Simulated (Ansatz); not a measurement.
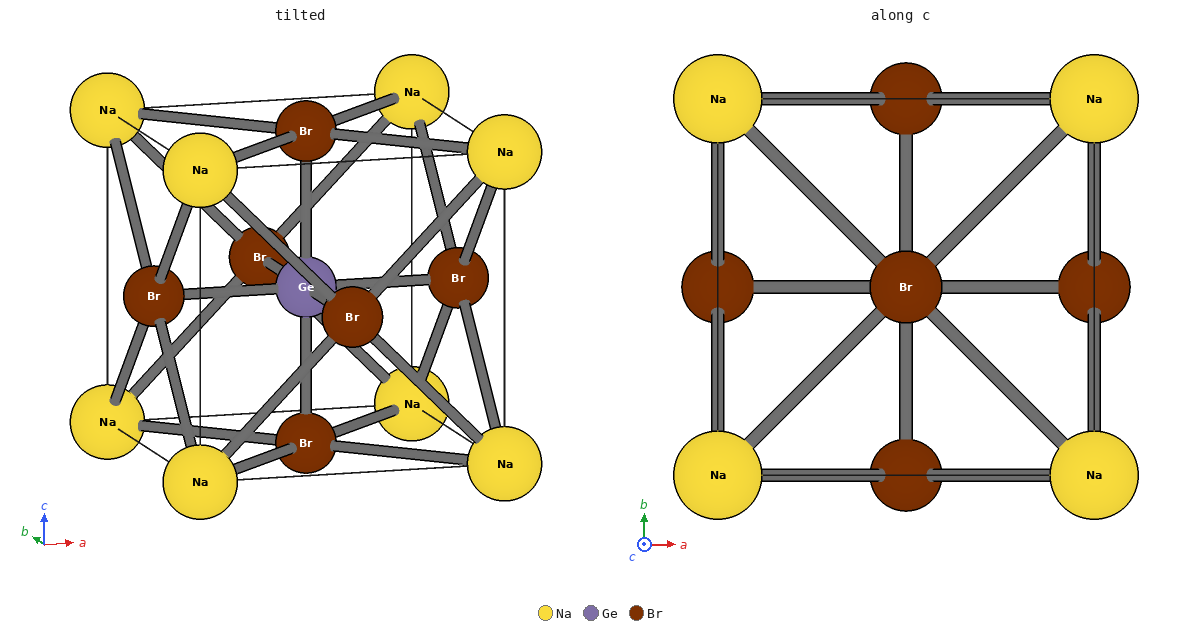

We look at a ball-and-stick model of the crystal slightly off an axis and along the c axis. Lines trace the edges of the conventional unit cell.

NaGeBr$_{3}$, cubic perovskite, space group Pm-3m (No. 221), a = 5.473 Å, b = 5.473 Å, c = 5.473 Å, α = 90.00°, β = 90.00°, γ = 90.00°. The structure was taken from a structure type filled with these elements by a generator (whether the compound takes this form wasn't checked). Earlier steps of the study may have refined or changed the cell and positions. It went into a calculation with Ansatz.

This one geometry was computed with Ansatz (DFT, plane waves, PAW) at three levels of theory: HSE06, PBE and r2SCAN. It was relaxed beforehand with r2SCAN.

### How does the band gap change with the level of theory?

PBE: a gap of 0.43 eV, direct; r2SCAN: a gap of 0.53 eV, direct; HSE06: a gap of 0.86 eV, direct.

### Collect the results in a table.

| level | cutoff (eV) | k-mesh of the run's cell | gap (eV) | pressure (GPa) |
| --- | --- | --- | --- | --- |
| HSE06 | 420 | 4×4×4 | 0.86 | 0.2 |
| PBE | 420 | 6×6×6 | 0.43 | 0.4 |
| r2SCAN | 500 | 6×6×6 | 0.53 | -0.3 |

Gaps are taken on the k-mesh or band path of each run.
